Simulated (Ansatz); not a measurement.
Input

```
crystal:
  periodic: [false, false, false]
  atoms:
    - {symbol: Si, position_ang: [-0.584003, -0.078982, -0.455834]}
    - {symbol: S, position_ang: [0.571705, -0.305073, 1.602176]}
    - {symbol: F, position_ang: [0.140881, -0.397222, -1.835031]}
    - {symbol: F, position_ang: [-1.799287, 0.939736, -0.438983]}
    - {symbol: H, position_ang: [-1.296009, -1.360215, -0.272457]}
    - {symbol: H, position_ang: [0.940423, 0.935312, 0.699446]}
    - {symbol: F, position_ang: [0.558075, 1.394903, -0.328631]}
    - {symbol: H, position_ang: [1.468215, -1.128459, 1.029314]}
basis:
  gaussian: {orbitals: def2-TZVPP}
hamiltonian: {xc: pbe0, dispersion: d4}
output: {orbitals: {seedname: orbitals}}
```

Launched as:

```sh
ansatz run in.yaml --threads 4 --pin off --events-out ev --progress --plain --max-ram 9574MiB
```

A transition-state structure; geometry: PBE0-D4/def2-TZVP.

Computed with Ansatz, RKS PBE0-D4/def2-TZVPP.

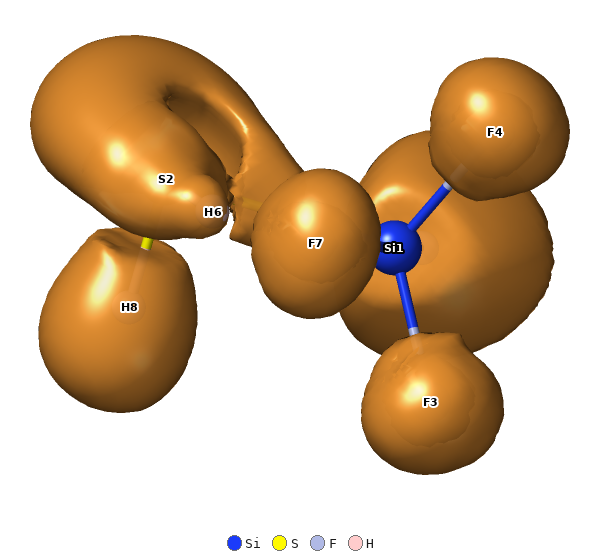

F3H3SSi. Isosurface of the ELF at 0.8 (orange), seen from one side. Core shells and regions of very low density are left out.

Identify the bonds, lone pairs and shells in this picture.

The ELF exceeds this value in two regions around hydrogen nuclei, three regions wrapped around F (its lone pairs, merged into a ring or cap) and one joined region spread over several atoms (H, S), in which their bonds and any lone pairs are merged. Along the contacts the grid gives the following. Si–F (1.59 Å): the ELF peaks at about 0.85 in the valence shell of F, 0.6 Å from its nucleus, and is about 0.50 at the midpoint. Si–S (2.37 Å): the ELF peaks at about 0.90 between the atoms; localised, covalent bonding.
